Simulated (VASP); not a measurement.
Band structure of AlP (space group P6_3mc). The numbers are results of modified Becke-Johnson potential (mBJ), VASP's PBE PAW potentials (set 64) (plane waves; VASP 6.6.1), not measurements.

mBJ is a potential without an energy functional, so only the levels count.

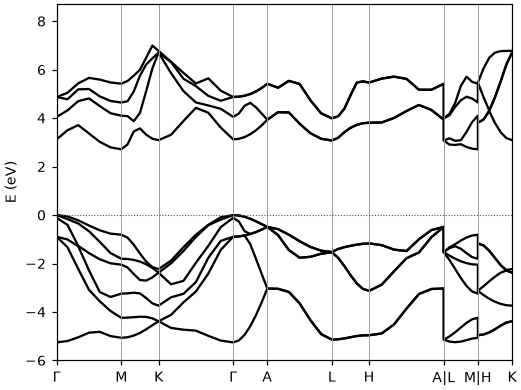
Bands along high-symmetry lines, zero at the valence-band maximum or, without a gap, the Fermi level

**Question.** Read the plot: is there a gap, and where are the band edges?

**Answer.** The gap is indirect, 2.71 eV, from the valence maximum at Γ to the conduction minimum at M.

The structure comes from a computed database's AlP entry (P6_3mc); how it stands against other phases isn't given here. It was relaxed first. The cell's shape comes from a PBE relaxation.
